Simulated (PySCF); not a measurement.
**Saddle-point search, with input and output: CH3AlBr (part 2 of 3)**

CH3AlBr, multiplicity 2; APF/ANO-RCC-MB, UKS, sfX2C (PySCF 2.14.0). The run did not end well. The run did not end well; see the last part.

Geometry of the input (Å):
```
C  -0.3921  0.5122  -0.3086
Al 1.1199  -0.7423  -0.3066
Br 1.3615  -2.1057  1.5141
H  -0.0314  1.5419  -0.3840
H  -0.9758  0.4037  0.6087
H  0.0627  -0.4792  -1.0382
```

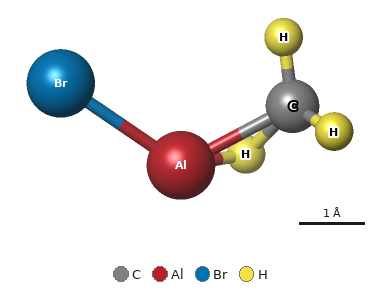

Fig. 1: The structure as given in the input (ball-and-stick view, seen at a tilt). Sticks mark near contacts.

## Log, continued
```
----------------------------------------------
cycle 9: E = -2888.63143458  dE = -0.00428737  norm(grad) = 0.178662
Step    8 : Displace = 2.924e-02/3.961e-02 (rms/max) Trust = 3.000e-02 (=) Grad = 7.294e-02/1.259e-01 (rms/max) E (change) = -2888.6314345809 (-4.287e-03) Quality = 0.784
Hessian Eigenvalues:  -2.139e-01 -2.655e-03  3.596e-03  1.261e-02  3.314e-02  4.791e-02  5.391e-02
 7.538e-02  1.201e-01  4.189e-01  4.384e-01  4.712e-01    .....    2.431e+03  3.821e+03  5.857e+03

Geometry optimization cycle 10
Cartesian coordinates (Angstrom)
 Atom        New coordinates             dX        dY        dZ
   C  -0.444996   0.481934  -0.378593   -0.022462 -0.010569 -0.026136
  Al   1.187332  -0.711712  -0.334755   -0.002542  0.001576  0.009439
  Br   1.362111  -2.110330   1.513081   -0.003199  0.000921  0.001915
   H  -0.011044   1.496055  -0.193827    0.005619 -0.035994  0.065555
   H  -0.942776   0.134040   0.565331   -0.004203 -0.060145 -0.034209
   H  -0.037931  -0.188171  -1.111640    0.052893  0.007661 -0.016280
converged SCF energy = -2888.61958432012  <S^2> = 0.7586881  2S+1 = 2.0086693
--------------- sfX2C1eUKS_Scanner gradients ---------------
         x                y                z
0 C    -0.0089948558    -0.0222081128    -0.0582710909
1 Al    -0.0960406152     0.0203752644    -0.0309931374
2 Br    -0.0024578621     0.0247194028    -0.0276031213
3 H     0.0013762870    -0.0171208113     0.0221253649
4 H     0.0185753303     0.0118783354     0.0033899079
5 H     0.0875689054    -0.0176033043     0.0913169919
----------------------------------------------
cycle 10: E = -2888.61958432  dE = 0.0118503  norm(grad) = 0.183159
Step    9 : Displace = 3.157e-02/4.818e-02 (rms/max) Trust = 3.000e-02 (=) Grad = 7.477e-02/1.277e-01 (rms/max) E (change) = -2888.6195843201 (+1.185e-02) Quality = 0.938
Hessian Eigenvalues:  -7.809e-02 -1.208e-02  3.606e-03  1.253e-02  1.997e-02  4.786e-02  5.402e-02
 7.694e-02  1.256e-01  4.189e-01  4.382e-01  4.712e-01    .....    2.431e+03  3.821e+03  5.857e+03

Geometry optimization cycle 11
Cartesian coordinates (Angstrom)
 Atom        New coordinates             dX        dY        dZ
   C  -0.452175   0.496122  -0.359048   -0.007179  0.014189  0.019545
  Al   1.181886  -0.712528  -0.329442   -0.005446 -0.000816  0.005314
  Br   1.362103  -2.107483   1.512159   -0.000007  0.002847 -0.000921
   H   0.010655   1.507131  -0.239677    0.021699  0.011076 -0.045850
   H  -0.897424   0.192575   0.625563    0.045352  0.058535  0.060232
   H  -0.038895  -0.236393  -1.060359   -0.000964 -0.048221  0.051281
converged SCF energy = -2888.60990243355  <S^2> = 0.75992044  2S+1 = 2.009896
--------------- sfX2C1eUKS_Scanner gradients ---------------
         x                y                z
0 C    -0.0113901329    -0.0161941936    -0.0447513454
1 Al    -0.1075409345     0.0207372151    -0.0316958146
2 Br    -0.0021722938     0.0258339456    -0.0291390088
3 H     0.0009987219    -0.0169355349     0.0230246021
4 H     0.0184483583     0.0124109270     0.0005934914
5 H     0.1016837672    -0.0258054418     0.0819303973
----------------------------------------------
cycle 11: E = -2888.60990243  dE = 0.00968189  norm(grad) = 0.189595
Step   10 : Displace = 3.224e-02/5.016e-02 (rms/max) Trust = 3.000e-02 (=) Grad = 7.740e-02/1.331e-01 (rms/max) E (change) = -2888.6099024335 (+9.682e-03) Quality = 0.995
Hessian Eigenvalues:  -4.332e-02 -5.063e-03  3.572e-03  8.932e-03  1.273e-02  4.786e-02  5.384e-02
 7.574e-02  1.247e-01  4.185e-01  4.375e-01  4.709e-01    .....    2.431e+03  3.821e+03  5.857e+03

Geometry optimization cycle 12
Cartesian coordinates (Angstrom)
 Atom        New coordinates             dX        dY        dZ
   C  -0.505524   0.523110  -0.355377   -0.053349  0.026988  0.003670
  Al   1.188584  -0.700990  -0.323092    0.006698  0.011538  0.006349
  Br   1.360036  -2.103843   1.511054   -0.002067  0.003640 -0.001105
   H   0.027949   1.503057  -0.224641    0.017294 -0.004075  0.015037
   H  -0.871786   0.199064   0.660832    0.025638  0.006488  0.035269
   H  -0.026411  -0.237390  -1.025511    0.012485 -0.000997  0.034848
converged SCF energy = -2888.60170718434  <S^2> = 0.76898621  2S+1 = 2.0188969
--------------- sfX2C1eUKS_Scanner gradients ---------------
         x                y                z
0 C    -0.0063307471    -0.0092350035    -0.0304129542
1 Al    -0.1143292537     0.0222967783    -0.0294237328
2 Br    -0.0014150878     0.0262589871    -0.0303632271
3 H    -0.0008608946    -0.0170481003     0.0208518540
4 H     0.0166961859     0.0121146875    -0.0015802056
5 H     0.1062722613    -0.0343384547     0.0708967550
----------------------------------------------
cycle 12: E = -2888.60170718  dE = 0.00819525  norm(grad) = 0.18908
Step   11 : Displace = 2.986e-02/5.878e-02 (rms/max) Trust = 3.000e-02 (=) Grad = 7.719e-02/1.323e-01 (rms/max) E (change) = -2888.6017071843 (+8.195e-03) Quality = 0.957
Hessian Eigenvalues:  -8.493e-02  1.350e-03  3.701e-03  8.275e-03  1.266e-02  4.787e-02  5.373e-02
 7.515e-02  1.216e-01  4.176e-01  4.372e-01  4.707e-01    .....    2.431e+03  3.821e+03  5.857e+03

Geometry optimization cycle 13
Cartesian coordinates (Angstrom)
 Atom        New coordinates             dX        dY        dZ
   C  -0.562913   0.554932  -0.352734   -0.057389  0.031822  0.002643
  Al   1.203831  -0.684053  -0.321394    0.015246  0.016937  0.001698
  Br   1.358606  -2.100816   1.508111   -0.001430  0.003027 -0.002944
   H   0.036138   1.503563  -0.206334    0.008189  0.000506  0.018307
   H  -0.856363   0.199645   0.685173    0.015423  0.000581  0.024341
   H  -0.026604  -0.207511  -0.985311   -0.000193  0.029879  0.040201
converged SCF energy = -2888.60026686947  <S^2> = 0.78061233  2S+1 = 2.0303816
--------------- sfX2C1eUKS_Scanner gradients ---------------
         x                y                z
0 C     0.0004860025    -0.0110202591    -0.0269227397
1 Al    -0.1149321160     0.0232795763    -0.0234678905
2 Br    -0.0005673866     0.0258242957    -0.0304381337
3 H    -0.0008687201    -0.0159495819     0.0175619180
4 H     0.0147482338     0.0101923116    -0.0023262370
5 H     0.1011676534    -0.0322799305     0.0655739809
----------------------------------------------
cycle 13: E = -2888.60026687  dE = 0.00144031  norm(grad) = 0.182235
Step   12 : Displace = 2.991e-02/5.729e-02 (rms/max) Trust = 3.000e-02 (=) Grad = 7.440e-02/1.248e-01 (rms/max) E (change) = -2888.6002668695 (+1.440e-03) Quality = 0.976
Hessian Eigenvalues:  -6.531e-02 -3.087e-03  2.396e-03  3.888e-03  1.288e-02  4.790e-02  5.392e-02
 7.541e-02  1.189e-01  4.168e-01  4.370e-01  4.706e-01    .....    2.431e+03  3.821e+03  5.857e+03

Geometry optimization cycle 14
Cartesian coordinates (Angstrom)
 Atom        New coordinates             dX        dY        dZ
   C  -0.617558   0.589224  -0.349224   -0.054644  0.034292  0.003510
  Al   1.221593  -0.668377  -0.321284    0.017762  0.015676  0.000110
  Br   1.357658  -2.098096   1.504289   -0.000948  0.002720 -0.003822
   H   0.027710   1.514654  -0.185727   -0.008428  0.011091  0.020607
   H  -0.854120   0.210820   0.703943    0.002243  0.011175  0.018771
   H  -0.015438  -0.180725  -0.944167    0.011166  0.026786  0.041144
converged SCF energy = -2888.5981924376  <S^2> = 0.78845463  2S+1 = 2.0380919
--------------- sfX2C1eUKS_Scanner gradients ---------------
         x                y                z
0 C     0.0001995380    -0.0073190028    -0.0225816145
1 Al    -0.1160397553     0.0241923165    -0.0195559638
2 Br     0.0002062677     0.0253116141    -0.0301400467
3 H    -0.0002633560    -0.0148447017     0.0154402851
4 H     0.0136781481     0.0084277003    -0.0022689679
5 H     0.1022557732    -0.0357333736     0.0591054297
----------------------------------------------
cycle 14: E = -2888.59819244  dE = 0.00207443  norm(grad) = 0.180262
Step   13 : Displace = 2.774e-02/5.192e-02 (rms/max) Trust = 3.000e-02 (=) Grad = 7.359e-02/1.234e-01 (rms/max) E (change) = -2888.5981924376 (+2.074e-03) Quality = 0.846
Hessian Eigenvalues:  -4.885e-02  1.763e-03  3.545e-03  3.941e-03  1.453e-02  4.791e-02  5.403e-02
 7.828e-02  1.172e-01  4.163e-01  4.373e-01  4.705e-01    .....    2.431e+03  3.821e+03  5.857e+03

Geometry optimization cycle 15
Cartesian coordinates (Angstrom)
 Atom        New coordinates             dX        dY        dZ
   C  -0.653437   0.613550  -0.344977   -0.035879  0.024326  0.004247
  Al   1.237557  -0.661513  -0.322194    0.015965  0.006864 -0.000910
  Br   1.359420  -2.097497   1.499536    0.001762  0.000599 -0.004753
   H   0.009723   1.531783  -0.173142   -0.017987  0.017129  0.012586
   H  -0.863394   0.238356   0.720906   -0.009274  0.027537  0.016963
   H   0.005271  -0.155618  -0.882784    0.020710  0.025107  0.061384
converged SCF energy = -2888.59251724704  <S^2> = 0.79338354  2S+1 = 2.0429229
--------------- sfX2C1eUKS_Scanner gradients ---------------
         x                y                z
0 C     0.0001827408    -0.0081364537    -0.0244280515
1 Al    -0.1210467682     0.0269426649    -0.0165665584
2 Br     0.0007765085     0.0254013438    -0.0304173835
3 H     0.0007469943    -0.0143529459     0.0146595370
4 H     0.0135634525     0.0072578735    -0.0019947025
5 H     0.1058162162    -0.0370875026     0.0587566798
----------------------------------------------
cycle 15: E = -2888.59251725  dE = 0.00567519  norm(grad) = 0.18594
Step   14 : Displace = 3.009e-02/5.311e-02 (rms/max) Trust = 3.000e-02 (=) Grad = 7.591e-02/1.266e-01 (rms/max) E (change) = -2888.5925172470 (+5.675e-03) Quality = 0.948
Hessian Eigenvalues:  -4.155e-02  1.893e-03  3.773e-03  1.341e-02  3.585e-02  4.792e-02  5.414e-02
 7.844e-02  1.160e-01  4.155e-01  4.374e-01  4.705e-01    .....    2.431e+03  3.821e+03  5.857e+03

Geometry optimization cycle 16
Cartesian coordinates (Angstrom)
 Atom        New coordinates             dX        dY        dZ
   C  -0.602030   0.588308  -0.364129    0.051407 -0.025242 -0.019152
  Al   1.219194  -0.674870  -0.320709   -0.018364 -0.013356  0.001485
  Br   1.358691  -2.099108   1.504826   -0.000729 -0.001611  0.005290
   H   0.038903   1.518650  -0.214860    0.029180 -0.013133 -0.041719
   H  -0.860672   0.210785   0.683852    0.002722 -0.027571 -0.037054
   H  -0.001793  -0.182043  -0.940189   -0.007065 -0.026425 -0.057406
converged SCF energy = -2888.59515153141  <S^2> = 0.78846722  2S+1 = 2.0381042
--------------- sfX2C1eUKS_Scanner gradients ---------------
         x                y                z
0 C     0.0027378725    -0.0099987208    -0.0247802577
1 Al    -0.1194846789     0.0258025498    -0.0211542401
2 Br     0.0002318276     0.0258664479    -0.0308437111
3 H     0.0003400707    -0.0140689072     0.0143347743
4 H     0.0131185154     0.0066500043    -0.0022197318
5 H     0.1030931498    -0.0342125203     0.0646574768
----------------------------------------------
cycle 16: E = -2888.59515153  dE = -0.00263428  norm(grad) = 0.1853
Step   15 : Displace = 2.903e-02/4.080e-02 (rms/max) Trust = 3.000e-02 (=) Grad = 7.565e-02/1.264e-01 (rms/max) E (change) = -2888.5951515314 (-2.634e-03) Quality = 0.955
Hessian Eigenvalues:  -7.360e-03  1.059e-03  3.815e-03  8.614e-03  1.913e-02  4.798e-02  5.421e-02
 7.845e-02  1.132e-01  4.150e-01  4.374e-01  4.704e-01    .....    2.431e+03  3.821e+03  5.857e+03

Geometry optimization cycle 17
Cartesian coordinates (Angstrom)
 Atom        New coordinates             dX        dY        dZ
   C  -0.633399   0.589475  -0.307825   -0.031369  0.001167  0.056304
  Al   1.234474  -0.670482  -0.321021    0.015281  0.004388 -0.000312
  Br   1.361332  -2.099623   1.500215    0.002641 -0.000515 -0.004611
   H  -0.024606   1.544251  -0.153896   -0.063509  0.025601  0.060964
   H  -0.861754   0.217277   0.752615   -0.001082  0.006491  0.068763
   H   0.002910  -0.174555  -0.861793    0.004704  0.007488  0.078396
converged SCF energy = -2888.59059366617  <S^2> = 0.794456  2S+1 = 2.0439726
--------------- sfX2C1eUKS_Scanner gradients ---------------
         x                y                z
0 C     0.0047153070    -0.0098218289    -0.0262158753
1 Al    -0.1266221143     0.0272693844    -0.0164732323
2 Br     0.0005508523     0.0263001701    -0.0313705473
3 H    -0.0003980375    -0.0120892063     0.0155450373
4 H     0.0121597064     0.0073447861    -0.0015503970
5 H     0.1096354249    -0.0389754648     0.0600699523
----------------------------------------------
cycle 17: E = -2888.59059367  dE = 0.00455787  norm(grad) = 0.193054
Step   16 : Displace = 3.176e-02/4.482e-02 (rms/max) Trust = 3.000e-02 (=) Grad = 7.881e-02/1.309e-01 (rms/max) E (change) = -2888.5905936662 (+4.558e-03) Quality = 0.983
Hessian Eigenvalues:  -2.010e-02  1.468e-03  3.831e-03  1.246e-02  2.626e-02  4.865e-02  5.797e-02
 7.846e-02  1.209e-01  4.146e-01  4.376e-01  4.704e-01    .....    2.431e+03  3.821e+03  5.857e+03

Geometry optimization cycle 18
Cartesian coordinates (Angstrom)
 Atom        New coordinates             dX        dY        dZ
   C  -0.586015   0.588498  -0.358005    0.047384 -0.000976 -0.050180
  Al   1.223422  -0.679598  -0.322842   -0.011052 -0.009117 -0.001821
  Br   1.360166  -2.101376   1.505200   -0.001166 -0.001752  0.004985
   H   0.004011   1.554352  -0.213832    0.028617  0.010101 -0.059935
   H  -0.861641   0.225612   0.692314    0.000113  0.008335 -0.060302
   H  -0.002140  -0.193439  -0.947774   -0.005051 -0.018883 -0.085981
converged SCF energy = -2888.59739742614  <S^2> = 0.78865856  2S+1 = 2.038292
--------------- sfX2C1eUKS_Scanner gradients ---------------
         x                y                z
0 C     0.0016229298    -0.0077147691    -0.0262936879
1 Al    -0.1184892370     0.0238751014    -0.0217235211
2 Br     0.0003054745     0.0257055762    -0.0307437290
3 H    -0.0006813560    -0.0100696488     0.0168876065
4 H     0.0120552552     0.0074922356     0.0001484408
5 H     0.1052242137    -0.0392504262     0.0617165926
----------------------------------------------
cycle 18: E = -2888.59739743  dE = -0.00680376  norm(grad) = 0.185611
Step   17 : Displace = 2.925e-02/4.945e-02 (rms/max) Trust = 3.000e-02 (=) Grad = 7.578e-02/1.281e-01 (rms/max) E (change) = -2888.5973974261 (-6.804e-03) Quality = 0.987
Hessian Eigenvalues:  -4.031e-02  2.515e-03  3.826e-03  1.862e-02  4.197e-02  4.892e-02  5.842e-02
 7.851e-02  1.216e-01  4.145e-01  4.378e-01  4.706e-01    .....    2.431e+03  3.821e+03  5.857e+03

Geometry optimization cycle 19
Cartesian coordinates (Angstrom)
 Atom        New coordinates             dX        dY        dZ
   C  -0.535010   0.581243  -0.405574    0.051006 -0.007255 -0.047569
  Al   1.214189  -0.686519  -0.325564   -0.009233 -0.006920 -0.002722
  Br   1.358865  -2.102369   1.508884   -0.001301 -0.000993  0.003684
   H   0.047232   1.549350  -0.277712    0.043221 -0.005002 -0.063880
   H  -0.867222   0.229025   0.628101   -0.005581  0.003413 -0.064213
   H  -0.004049  -0.203640  -1.026947   -0.001909 -0.010201 -0.079173
converged SCF energy = -2888.60462602243  <S^2> = 0.77986575  2S+1 = 2.029646
--------------- sfX2C1eUKS_Scanner gradients ---------------
         x                y                z
0 C    -0.0027588912    -0.0074415088    -0.0284590219
1 Al    -0.1100899181     0.0213071184    -0.0257680084
2 Br    -0.0000132407     0.0250434705    -0.0298570367
3 H     0.0004589937    -0.0102528716     0.0171596370
4 H     0.0128832878     0.0069336221     0.0015346897
5 H     0.0995568109    -0.0355493379     0.0653735846
----------------------------------------------
cycle 19: E = -2888.60462602  dE = -0.0072286  norm(grad) = 0.17803
Step   18 : Displace = 2.837e-02/4.412e-02 (rms/max) Trust = 3.000e-02 (=) Grad = 7.268e-02/1.243e-01 (rms/max) E (change) = -2888.6046260224 (-7.229e-03) Quality = 0.985
Hessian Eigenvalues:  -3.004e-02  7.919e-04  3.757e-03  8.419e-03  3.292e-02  4.872e-02  5.827e-02
 7.850e-02  1.252e-01  4.143e-01  4.378e-01  4.706e-01    .....    2.431e+03  3.821e+03  5.857e+03

Geometry optimization cycle 20
Cartesian coordinates (Angstrom)
 Atom        New coordinates             dX        dY        dZ
   C  -0.486374   0.572879  -0.430729    0.048635 -0.008364 -0.025154
  Al   1.210643  -0.690716  -0.329535   -0.003546 -0.004197 -0.003971
  Br   1.358068  -2.103762   1.511446   -0.000797 -0.001394  0.002562
   H   0.064423   1.558259  -0.324600    0.017191  0.008909 -0.046888
   H  -0.872527   0.233691   0.585239   -0.005305  0.004665 -0.042862
   H  -0.012687  -0.216548  -1.099464   -0.008638 -0.012908 -0.072516
converged SCF energy = -2888.61483845703  <S^2> = 0.77038202  2S+1 = 2.0202792
--------------- sfX2C1eUKS_Scanner gradients ---------------
         x                y                z
0 C    -0.0120488106    -0.0018000667    -0.0289814703
1 Al    -0.1003942988     0.0172434024    -0.0278704633
2 Br    -0.0003061371     0.0240548975    -0.0284402468
3 H     0.0020421940    -0.0093730426     0.0183666843
4 H     0.0139461196     0.0063940103     0.0038019695
5 H     0.0967990476    -0.0364828465     0.0631082849
----------------------------------------------
cycle 20: E = -2888.61483846  dE = -0.0102124  norm(grad) = 0.169976
Step   19 : Displace = 2.785e-02/4.674e-02 (rms/max) Trust = 3.000e-02 (=) Grad = 6.939e-02/1.212e-01 (rms/max) E (change) = -2888.6148384570 (-1.021e-02) Quality = 0.994
Hessian Eigenvalues:  -7.623e-02  1.884e-03  3.849e-03  1.473e-02  4.726e-02  5.193e-02  6.064e-02
 7.898e-02  1.304e-01  4.142e-01  4.380e-01  4.706e-01    .....    2.431e+03  3.821e+03  5.857e+03
```
